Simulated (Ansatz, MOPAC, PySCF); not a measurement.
HF (SMILES F) and CH3Br (SMILES CBr) are pulled apart as rigid monomers along the line of their centres of mass, from the B3LYP-D3(BJ)/def2-TZVP minimum. Starting geometry (charge 0, multiplicity 1):
```xyz
7

F     -0.03944    -0.14847     0.64158
H     -0.06252    -0.64869     1.43194
C     -0.25170     1.04142     3.83771
Br    -0.17348    -0.92227     3.77192
H     -1.19015     1.30745     4.30994
H     -0.20193     1.39460     2.81415
H      0.59899     1.37498     4.42041
```

Interaction energies with rigid monomers; basis-set methods are counterpoise corrected unless marked otherwise.

Frozen-core correlation. Filled d and f shells under p-block atoms count as core. Rows in 6-31G* carry no dispersion term and start afresh at each structure (6-31G* with six Cartesian d functions); the Pople sets are all-electron and without relativity. MP2/6-31G* freezes PySCF's default core, which leaves 3d correlated. The state reached by PM6 isn't checked.

The values were computed with Ansatz (a program for electronic structure) with Gaussian orbitals; MOPAC for PM6 (differences of heats of formation); PySCF for 6-31G* rows, the dispersion terms. 

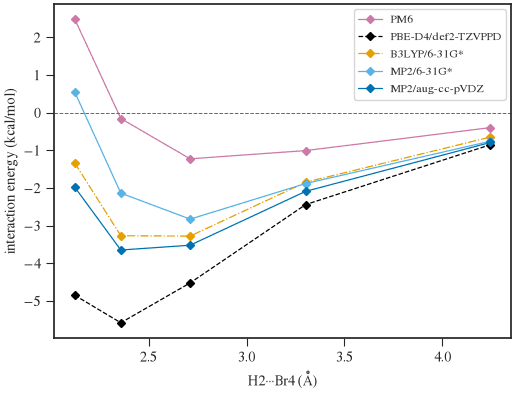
Figure: Interaction energy against separation

Problem. Which level binds most strongly at H2···Br4 = 2.36, and by how much?

Solution. PBE-D4/def2-TZVPPD, -5.6 kcal/mol.
